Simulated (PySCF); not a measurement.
# O4S2, SMILES `O=S=O.O=S=O`: electronic structure

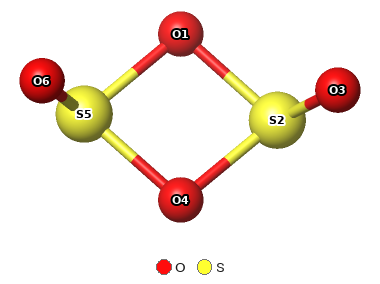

The molecule, with its atoms numbered as below. The pair's geometry is semi-empirical, so its contact may be too short or too long.

Coordinates in Å:

```
O1       0.0001    1.1368   -0.3083
S2       1.2551   -0.0000   -0.3143
O3       1.9224   -0.0000    0.9369
O4      -0.0001   -1.1368   -0.3083
S5      -1.2551    0.0000   -0.3143
O6      -1.9224    0.0000    0.9369
```

## 1. Bonding charge

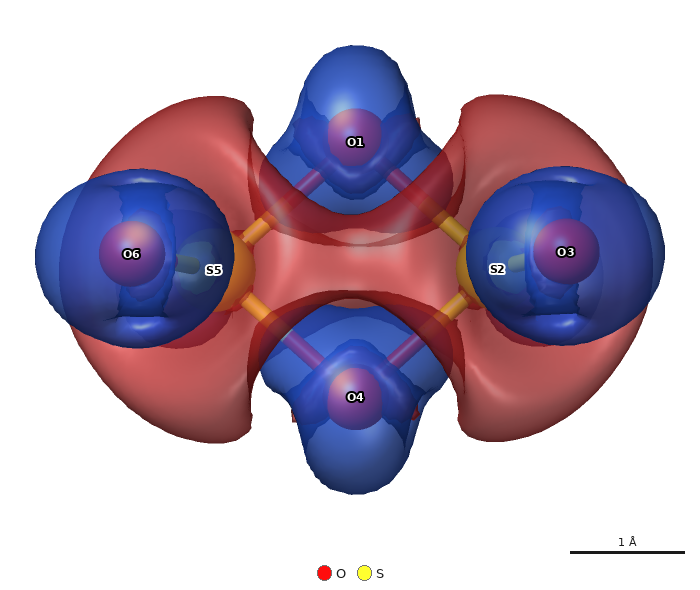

Deformation density (molecule less spherical, spin-averaged free atoms at the same positions), surfaces at ±0.04 e/Å³; blue: gain, red: loss.

Method: PBE0/def2-TZVP; geometry: GFN2-xTB; program: PySCF.

Question: Describe the bonding that the map shows.

Answer: S2–O3 and S5–O6: +0.28 e/Å³ at the bond critical point (bond length 1.42 Å, Mayer order 2.0). O1–S2, O4–S5, S2–O4 and O1–S5: +0.06 e/Å³ at the bond critical point (bond length 1.69 Å, Mayer order 0.9); up to 0.6 Å beside the axis the gain reaches +0.28 e/Å³. In all, 1.8 electrons gather in the regions of gain relative to the promolecule. A small or negative value marks a very polar bond, one between electron-rich atoms, whose free-atom densities already overlap strongly, a long bond to a heavier atom, or a closed-shell contact such as a hydrogen bond.

Question: Where do the Hirshfeld charges lie?

Answer: The highest Hirshfeld charge is on S2 and S5 (+0.44 e), the lowest on O3 and O6 (−0.24 e).

## 2. Local ionisation energy

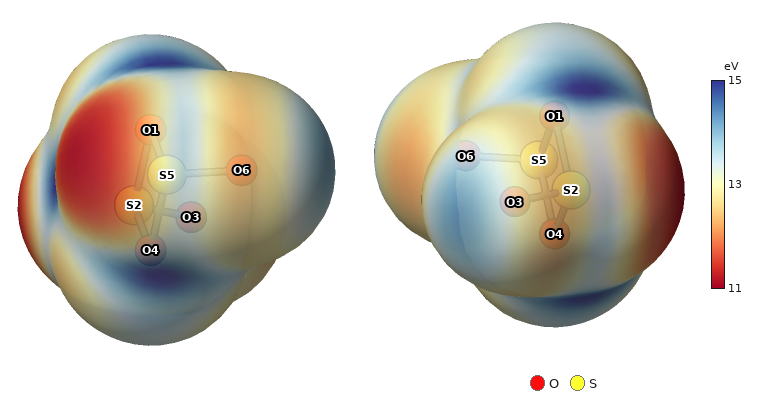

Average local ionisation energy on the surface of electron density 0.001 a.u. (back view left, front view right).

Question: Where are the most loosely bound electrons on this surface?

Answer: The lowest value is 11.1 eV, 2.1 Å from S5, and at like points elsewhere. Further minima include 12.1 eV, 1.8 Å from O3, and at like points elsewhere; 12.3 eV, 1.8 Å from O3, and at like points elsewhere. For comparison, the highest occupied orbital lies at −8.8 eV.

Question: What volume does the surface enclose, and what is the dipole moment?

Answer: About 99 Å³; the dipole moment is 2.8 D.

## 3. Excited states

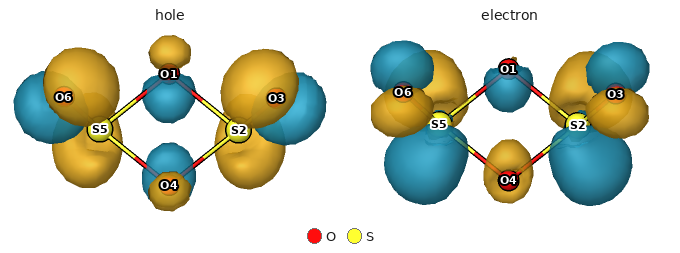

Leading natural transition orbital pair of S₂ (TDA singlet states); the surfaces enclose about 70 % of each orbital's density.

Level of theory: CAM-B3LYP/def2-SVP (PySCF), at a geometry from GFN2-xTB. Without diffuse functions Rydberg states are missing, so the states' numbers hold for this basis only.

Question: Where does the state lie, and where do hole and electron sit?

Answer: 6.17 eV (201 nm), f = 0.032; the leading pair carries 92 %; hole on O3 and O6 (27 % each), S2 and S5 (16 % each) and O1 and O4 (7 % each), electron on S2 and S5 (30 % each), O3 and O6 (13 % each) and O1 and O4 (7 % each); their centroids lie 0.4 Å apart. In canonical orbitals it is mainly HOMO−1 → LUMO (83 %). The HOMO–LUMO gap is 8.82 eV.
